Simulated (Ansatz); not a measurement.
Method: PBE (plane waves to 420 eV, PAW; Ansatz, a quantum-chemistry and plane-wave program).

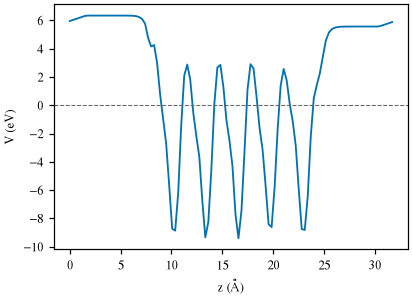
Electrostatic potential energy of an electron, averaged over planes parallel to the surface, in eV from the highest filled level, for a constructed model of the (111)B surface of zinc-blende AlP, P-terminated, 2x2 P adatom at H3 (bottom of the slab: 3 H on 4 bottom sites)

Model: 44-atom slab, 16.0 Å thick at the start with caps and adatoms, 3x3x1 mesh, Fermi-Dirac 0.025 eV, dipole correction, 8 atoms held, the rest relaxed; start symmetry kept, larger cells not searched; no spin, no spin-orbit, no U. In PBE it lies 0.08 eV a 1x1 cell over the lowest computed structure of the same composition (2x2 P adatom at T1).

The vacuum level lies 5.57 eV above the highest filled level over the top face and 6.35 eV above it under the bottom face.
